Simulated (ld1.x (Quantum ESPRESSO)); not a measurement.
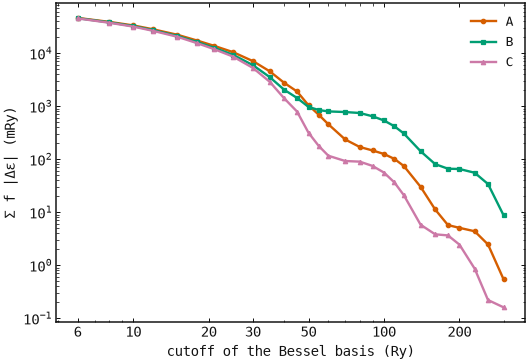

The occupation-weighted error of the valence levels in a spherical-Bessel basis for 3 variants of one potential.

Base settings:

| Quantity | Value |
| --- | --- |
| Element | indium |
| Generator | ld1.x (Quantum ESPRESSO) 7.5 |
| Type | norm-conserving RRKJ (Kleinman–Bylander form) |
| Functional | LDA (PZ) |
| Relativity | scalar-relativistic |
| Frozen core | [Ar] 3d10 |
| Valence charge | 21 |
| Reference configuration | 4s2 4p6 4d10 5s0 5p0 (charge +3) |
| Partial waves | 4p (bound): rc 1.55 bohr; 4d (bound): rc 1.60 bohr; 4s (bound): rc 1.05 bohr |
| Local potential | the s channel |
| Core correction | a·sin(br)/r model core inside 0.60 bohr |

Match the curves to these variants:
1. base
2. all radii scaled by 0.80 (s 0.84, p 1.24, d 1.28 bohr)
3. waves 4s (bound): rc 0.70 bohr

A = 2, B = 3, C = 1.

What did the other tests of these runs give?

A: loose cutoff 180 Ry; bound ghosts none; largest test error +579 meV. B: loose cutoff 300 Ry; bound ghosts none; largest test error +1583 meV. C: loose cutoff 140 Ry; bound ghosts none; largest test error +1724 meV. The loose cutoff is the first of the cutoffs, on a coarse ladder, from which the occupation-weighted sum of valence levels, in a spherical-Bessel basis at the reference potential, stays within 10 and 1 mRy of its value at 400 Ry.
